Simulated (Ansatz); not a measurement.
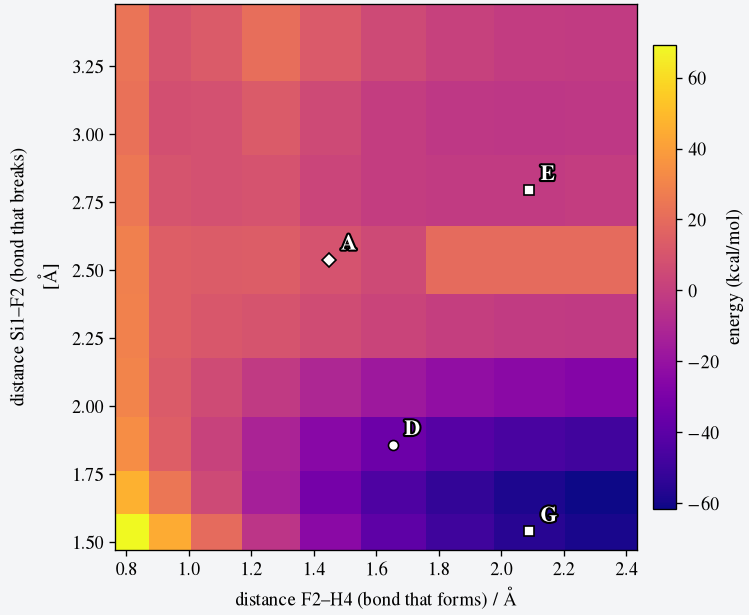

The reacting system FH4NO2Si (fragments FH₄NO₂Si where the first distance is long, H₃NO₂Si + FH where the second is long). The first coordinate is: distance F2–H4 (bond that forms); the second: distance Si1–F2 (bond that breaks). Relaxed at each point: all other coordinates. The grid has 9 × 9 points. Points are written as (first, second). Energies are in kcal/mol, from a guessed transition structure relaxed with its forming and breaking bonds held. Energies and slopes of some neighbouring points disagree (a jump in structure or state, or too coarse a mesh). The reference is spin-restricted, so regions where a bond is pulled apart into radicals lie too high. Computed with RKS PBE0-D4/def2-SVP in Ansatz.

In the figure: one coloured cell a grid point, lettered points.

> Rank the lettered points by energy, lowest first.

G (−55 kcal/mol), D (−35 kcal/mol), E (−1.8 kcal/mol), A (9 kcal/mol).
